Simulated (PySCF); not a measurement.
SMILES CC(C[SiH2]OC)(C)C (C₆H₁₆OSi), singlet at its GFN2-xTB optimised geometry (Å):

```
24

C      2.8859     1.0747    -1.7964
O      1.7803     0.6830    -1.0468
Si     0.2578     0.4835    -1.5792
C     -0.5968    -0.1164     0.0000
C     -2.1280    -0.1164     0.0000
C     -2.6661    -0.8598    -1.2220
C     -2.6214    -0.8244     1.2683
C     -2.6622     1.3160     0.0000
H      3.7498     1.1193    -1.1323
H      2.7241     2.0585    -2.2438
H      3.0844     0.3598    -2.5986
H     -0.2472     1.7481    -2.1347
H      0.2225    -0.5052    -2.6681
H     -0.2555    -1.1357     0.1970
H     -0.2481     0.4842     0.8428
H     -2.4224    -0.3222    -2.1339
H     -2.2313    -1.8545    -1.2847
H     -3.7480    -0.9613    -1.1601
H     -3.7084    -0.8073     1.3207
H     -2.2966    -1.8628     1.2789
H     -2.2297    -0.3347     2.1575
H     -2.3539     1.8413    -0.8990
H     -2.2891     1.8628     0.8631
H     -3.7498     1.3155     0.0406
```

Level of theory: PBE0/def2-SVP (PySCF).

Map of the deformation density (molecule minus spherical neutral atoms) (e/bohr³) on the plane z = 0.8 Å:

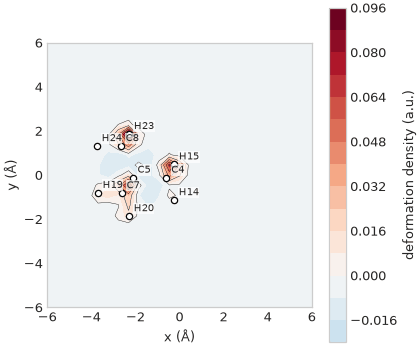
Figure: Deformation density (molecule minus spherical neutral atoms) (e/bohr³) on the plane z = 0.8 Å.
